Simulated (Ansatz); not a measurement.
# The gap of BaSrTi2O6 (perovskite [001] superlattice): a ladder of methods and an error budget, part 3 of 3

Aim: a best estimate of the quasiparticle gap of BaSrTi2O6 (perovskite [001] superlattice), with each correction and its cost laid out.

Ansatz 0.2.0; density functionals, hybrids, G0W0, plane waves, PAW. Known limits of the many-body steps: not at the basis limit; no spin-orbit coupling.

So far. Step 5 (HSE06): The gap stands +1.48 eV against PBEsol. Step 6 (G0W0, 6×6×2 mesh, 339 empty bands, screening to 72 eV …): The gap on the mesh goes from 1.85 eV to 3.58 eV, a correction of +1.73 eV. Between the two edge states, bare exchange in place of the xc potential would open the gap by 12.76 eV, and correlation takes back 11.03 eV.

**7. G0W0, 6×6×2 mesh, 823 empty bands, screening to 130 eV, PAW set soft_1 files**

Level of this step: G0W0 on PBEsol, plane waves, PAW; PAW set soft_1 (Ansatz).

Another rung: the empty bands reach about as high as the screening cutoff, so the two stay in balance.

input.yaml reads:

```yaml
crystal:
  lattice:
    - [3.9230183724, 0.0, 0.0]
    - [0.0, 3.9230183724, 0.0]
    - [0.0, 0.0, 15.891451069]
  atoms:
    - { symbol: Sr, position: [0.0, 0.0, 0.056563162] }
    - { symbol: O, position: [0.5, 0.5, 0.0623640627] }
    - { symbol: Ti, position: [0.5, 0.5, 0.1783899353] }
    - { symbol: O, position: [0.5, 0.0, 0.1855802327] }
    - { symbol: O, position: [0.0, 0.5, 0.1855802327] }
    - { symbol: Sr, position: [0.0, 0.0, 0.3018132738] }
    - { symbol: O, position: [0.5, 0.5, 0.3076801959] }
    - { symbol: Ti, position: [0.5, 0.5, 0.4229808387] }
    - { symbol: O, position: [0.5, 0.0, 0.4288802332] }
    - { symbol: O, position: [0.0, 0.5, 0.4288802332] }
    - { symbol: Ba, position: [0.0, 0.0, 0.5534579145] }
    - { symbol: O, position: [0.5, 0.5, 0.560056261] }
    - { symbol: Ti, position: [0.5, 0.5, 0.677666613] }
    - { symbol: O, position: [0.5, 0.0, 0.6850606824] }
    - { symbol: O, position: [0.0, 0.5, 0.6850606824] }
    - { symbol: Ba, position: [0.0, 0.0, 0.8085657876] }
    - { symbol: O, position: [0.5, 0.5, 0.8147682558] }
    - { symbol: Ti, position: [0.5, 0.5, 0.9331207648] }
    - { symbol: O, position: [0.5, 0.0, 0.9417054133] }
    - { symbol: O, position: [0.0, 0.5, 0.9417054133] }
kpoints:
  mp_grid: { grid: [6, 6, 2] }
hamiltonian:
  xc: pbesol
  pseudopotentials: { kind: paw, azcp: { folder: soft_1 }, xc_functional: pbe }
scf:
  occupations: { method: fixed }
gw:
  n_empty_bands: 823
  ecut_chi: 130.0
  qp_bands: [v4, c4]
  qp_kpoints: band_edges
  screening: { model: contour_deformation }
```

On the command line:

```console
$ ansatz run input.yaml --threads 3 --pin off --max-ram 92160MiB --backend cuda --events-out ev --progress --plain --runs-dir out --devices 1 --max-vram 13GiB
```

Numbers of over 12 decimals in the logs are rounded to 6 here.

The log of the run:

```text
GPUs: using 1 of 1 available (devices: 1).
[...]
GPU FFT provider: cuFFT
GPU libraries: cuBLAS 13.8.2, cuFFT 12.4.0, cuSOLVER 12.3.4
Crystal: 20 atoms, lattice volume = 244.571 Å³
Basis set: ecut = 420 eV, 4821 PW (Γ)
Bands: 100, of which v1, the nominal top of the filled ones, is band 80 counted from 1 (79 counted from 0)
Symmetry: 8 space group operations
[...]
k-points: 20 of 72
[...]
GPU buffer pool allocated for 78732 grid points (all kernels)
[...]
SCF iter   1: F=—  HF=-35371.762106 eV  |F-HF|=—  |Δ(HF+E_count)|=         —  Δρ=5.52e-2  dr2=1.09e1  ethr=3.10e-3  ⟨swp⟩=4.5  Hψ=6749  notcnv=0  defer=348
[...]
SCF iter  12: F=-35369.787592 eV  HF=-35369.787592 eV  |F-HF|=4.23e-8  |Δ(HF+E_count)|=   5.69e-8  Δρ=5.72e-6  dr2=7.42e-8  ethr=6.25e-11  ⟨swp⟩=14.1  Hψ=10915  notcnv=0
SCF 1 converged in 12 iterations: F = -35369.787592 eV  dr2 = 7.42e-8
[...]
G₀W₀ screening: q 1/20
[... further progress lines ...]
SCF converged after 12 iterations
Free energy (F): -35369.787592 eV
[...]
Internal energy: -35369.787592 eV  (E = F + TS)
E sigma→0 (E₀):  -35369.787592 eV
Fermi energy:    10.201705 eV
[...]
--- Band table (eV; the first three rows and the last of 20) ---
  k-point 0: bands = [... 76 lower, 9.6287, 9.7581, 9.8025, 9.8025, 12.0495, 12.1172, 12.1305, 12.2248, ... 16 higher]
  k-point 1: bands = [... 76 lower, 9.7086, 9.7086, 9.7799, 9.7799, 12.0603, 12.0848, 12.1578, 12.2192, ... 16 higher]
  k-point 2: bands = [... 76 lower, 9.3794, 9.4245, 9.5699, 9.6951, 12.3380, 12.6151, 12.6506, 12.6631, ... 16 higher]
  k-point 19: bands = [... 76 lower, 10.1298, 10.1392, 10.1665, 10.2007, 14.0649, 14.0649, 14.0945, 14.0945, ... 16 higher]
[...]
0    77      9.6287   -25.8236     4.4138   -21.0360  0.7292     9.2523     9.2550  root
     0    78      9.7581   -26.0996     4.3772   -21.3696  0.7309     9.4029     9.4052  root
     0    79      9.8025   -25.6850     4.2117   -21.1360  0.7310     9.4632     9.4652  root
     0    80      9.8025   -25.6850     4.2117   -21.1360  0.7310     9.4632     9.4652  root
     0    81     12.0495   -12.6333    -6.3933   -20.3116  0.7437    13.3653    13.3345  root
     0    82     12.1172   -12.7602    -6.4873   -20.5543  0.7411    13.4568    13.4241  root
     0    83     12.1305   -12.7083    -6.4973   -20.5143  0.7417    13.4720    13.4392  root
     0    84     12.2248   -12.8480    -6.6169   -20.7989  0.7386    13.5941    13.5589  root
     1    77      9.7086   -25.8078     4.3160   -21.1277  0.7303     9.3421     9.3445  root
     1    78      9.7086   -25.8078     4.3160   -21.1277  0.7303     9.3421     9.3445  root
     1    79      9.7799   -25.7111     4.2637   -21.1065  0.7304     9.4369     9.4390  root
     1    80      9.7799   -25.7111     4.2637   -21.1065  0.7304     9.4369     9.4390  root
     1    81     12.0603   -12.6880    -6.4149   -20.3888  0.7426    13.3773    13.3462  root
     1    82     12.0848   -12.6191    -6.4279   -20.3467  0.7436    13.4162    13.3845  root
     1    83     12.1578   -12.8228    -6.5480   -20.6875  0.7396    13.5082    13.4744  root
     1    84     12.2192   -12.8197    -6.6039   -20.7560  0.7391    13.5866    13.5515  root
     2    77      9.3794   -25.4322     4.4809   -20.5664  0.7222     8.9914     8.9945  root
     2    78      9.4245   -25.3496     4.4687   -20.4978  0.7223     9.0383     9.0414  root
     2    79      9.5699   -25.3635     4.0386   -21.0005  0.7306     9.2436     9.2455  root
     2    80      9.6951   -25.9363     4.3703   -21.2102  0.7305     9.3370     9.3393  root
     2    81     12.3380   -13.1952    -6.0772   -20.5422  0.7414    13.6381    13.6078  root
     2    82     12.6151   -13.6353    -6.2829   -21.1793  0.7308    13.9095    13.8762  root
     2    83     12.6506   -13.6514    -6.3416   -21.2712  0.7302    13.9634    13.9287  root
     2    84     12.6631   -13.5914    -6.3531   -21.2239  0.7309    13.9769    13.9425  root
[...]
19    77     10.1298   -25.7783     4.7069   -20.6887  0.7216     9.7443     9.7472  root
    19    78     10.1392   -25.8239     4.7432   -20.7160  0.7211     9.7719     9.7745  root
    19    79     10.1665   -25.8794     4.7296   -20.7875  0.7216     9.8016     9.8042  root
    19    80     10.2007   -25.9046     4.6996   -20.8198  0.7224     9.8126     9.8155  root
    19    81     14.0649   -14.6884    -7.1711   -23.1745  0.6938    15.4383    15.3799  root
    19    82     14.0649   -14.6884    -7.1711   -23.1745  0.6938    15.4383    15.3799  root
    19    83     14.0945   -14.7794    -7.1133   -23.2209  0.6960    15.4807    15.4227  root
    19    84     14.0945   -14.7794    -7.1133   -23.2209  0.6960    15.4807    15.4227  root
```

It took 5.9 min on 1 × NVIDIA H100 80GB HBM3 (shared by 6 runs) with 3 threads of AMD EPYC 7R13 (Zen 3), shared host; peak memory 5.5 GiB; 11 min of CPU time.

Numbers from this step:

```
bands summed                                 : 903
RPA ε∞ on this mesh (eigenvalues)            : 5.673, 6.140, 6.140
plane waves in the screening matrix          : 841
q-points in the mesh                         : 72
G0W0 gap on the mesh                         : 3.515 eV
k of the valence top                         : -0.5, -0.5, 0
k of the conduction bottom                   : 0, 0, 0
starting gap on the mesh                     : 1.848 eV
Z at the valence top                         : 0.7224
Z at the conduction bottom                   : 0.7437
least direct G0W0 gap on the computed points : 3.869 eV
```

Against the run with 6×6×2 mesh, 339 empty bands, screening to 72 eV, PAW set soft_1 files, the gap moves by −0.06 eV.

Limits: finite bands, cutoff and mesh; no spin-orbit coupling. v1 is the top filled band, c1 the lowest empty one. The levels before and after the correction (eV, zero at the valence-band top of each column):

|  | conduction bottom | valence top |
| --- | --- | --- |
| Kohn-Sham | 1.85 | 0.00 |
| G0W0 | 3.52 | 0.00 |

|  | level | occupation | energy (eV) |
| --- | --- | --- | --- |
| Kohn-Sham | Γ v3 | 2 | -0.444 |
| Kohn-Sham | Γ v2-v1 | 2 | -0.399 |
| Kohn-Sham | Γ c1 | 0 | 1.848 |
| Kohn-Sham | Γ c2 | 0 | 1.916 |
| Kohn-Sham | Γ c3 | 0 | 1.929 |
| Kohn-Sham | (-0.5 -0.5 0) v3 | 2 | -0.050 |
| Kohn-Sham | (-0.5 -0.5 0) v2 | 2 | -0.045 |
| Kohn-Sham | (-0.5 -0.5 0) v1 | 2 | 0.000 |
| Kohn-Sham | (-0.5 -0.5 0) c1-c2 | 0 | 3.803 |
| Kohn-Sham | (-0.5 -0.5 0) c3 | 0 | 4.068 |
| G0W0 | Γ v3 | 2 | -0.414 |
| G0W0 | Γ v2-v1 | 2 | -0.354 |
| G0W0 | Γ c1 | 0 | 3.515 |
| G0W0 | Γ c2 | 0 | 3.605 |
| G0W0 | Γ c3 | 0 | 3.620 |
| G0W0 | (-0.5 -0.5 0) v3 | 2 | -0.024 |
| G0W0 | (-0.5 -0.5 0) v2 | 2 | -0.037 |
| G0W0 | (-0.5 -0.5 0) v1 | 2 | 0.000 |
| G0W0 | (-0.5 -0.5 0) c1-c2 | 0 | 5.507 |
| G0W0 | (-0.5 -0.5 0) c3 | 0 | 5.774 |

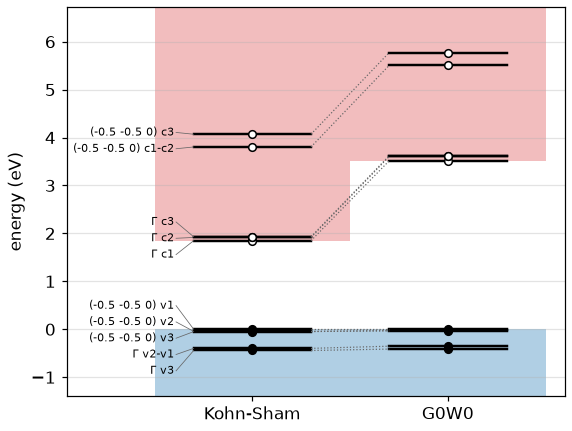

Levels before and after the correction. Shaded: valence and conduction bands. Filled marks are occupied levels, open marks empty ones.

How the two edges are built up, in eV (the quasiparticle level is the starting level plus Σx plus Σc less Vxc):

| run | edge | start | Σx | Σc | Vxc | Z | QP |
| --- | --- | --- | --- | --- | --- | --- | --- |
| 419 bands | valence top | 10.20 | -25.91 | 4.98 | -20.83 | 0.73 | 10.10 |
| 419 bands | conduction bottom | 12.05 | -12.63 | -6.05 | -20.31 | 0.75 | 13.67 |
| 903 bands | valence top | 10.20 | -25.91 | 4.70 | -20.83 | 0.72 | 9.82 |
| 903 bands | conduction bottom | 12.05 | -12.63 | -6.39 | -20.31 | 0.74 | 13.33 |

**8. The ladder**

Times are wall times on 1 × NVIDIA H100 80GB HBM3 (shared by 6 runs) with 3 threads of AMD EPYC 7R13 (Zen 3), shared host, good to a factor of about two. G0W0 rows are gaps on the mesh, lowered by the amount that the mesh misses the start's edges, a rough step that assumes the same correction there.

| level | gap (eV) | least direct gap (eV) | time |
| --- | --- | --- | --- |
| PBEsol | 1.85 | 2.25 | 19 s |
| PBEsol+SOC | 1.85 | 2.21 | 9.9 s |
| HSE06 | 3.32 | 3.73 | 78 s |
| G0W0@PBEsol (339 empty bands) | 3.58 | - | 91 s |
| G0W0@PBEsol (823 empty bands) | 3.52 | - | 5.9 min |

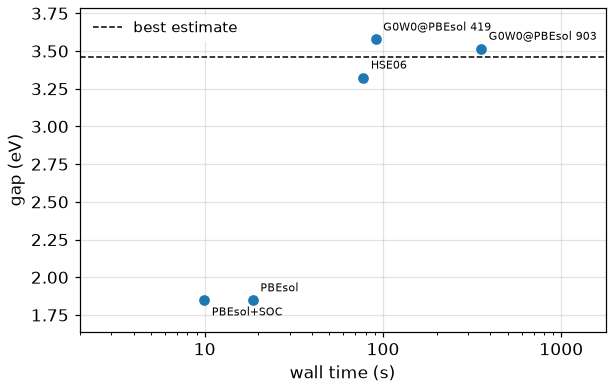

Result against wall time.

**9. Adding up the best estimate**

| term | eV | running total (eV) |
| --- | --- | --- |
| G0W0 on the mesh, top rung | 3.515 | 3.515 |
| to the limit, by a line in one over the bands through the two top rungs | −0.053 | 3.462 |
| spin-orbit change, from PBEsol | −0.001 | 3.462 |

**10. What came out**

| Item | Value |
| --- | --- |
| PBEsol gap | 1.85 eV, indirect |
| HSE06 | 3.32 eV |
| G0W0, top rung on the mesh | 3.52 eV |
| best estimate, G0W0@PBEsol with spin-orbit change | 3.46 eV |
| GW settings of the top rung | 6×6×2 mesh, 823 empty bands, screening to 130 eV, PAW set soft_1 files |
| known limits | one-shot GW, static lattice; one k mesh, untested |

What this shows: The best estimate for G0W0@PBEsol is 3.46 eV, indirect by PBEsol+SOC, against 1.85 eV at the start (both with spin-orbit coupling). The limit rests on the two highest rungs, unchecked by another pair. Among the functionals HSE06 comes nearest: −0.14 eV from the estimate. All runs took 11 min, 67 % of it in G0W0.

[Paths, hosts, dates, memory and timing lines, banners, echoed tables and standing remarks are left out of the program output.]

[Logs are printed without paths, hosts, clocks, repeated set-up lines and the standing remarks that a program may print on its own settings, such as how far it seeks lower states.]

[Runs of the session that timed out or met a known fault of the program may be left out.]

[Cells called generated may have been cut or substituted from an entry of the Crystallography Open Database or the Materials Project.]

[Hosts, paths, dates, database ids (printed as entryN), source tags and the programs' standing remarks are cut or masked in the printed files.]
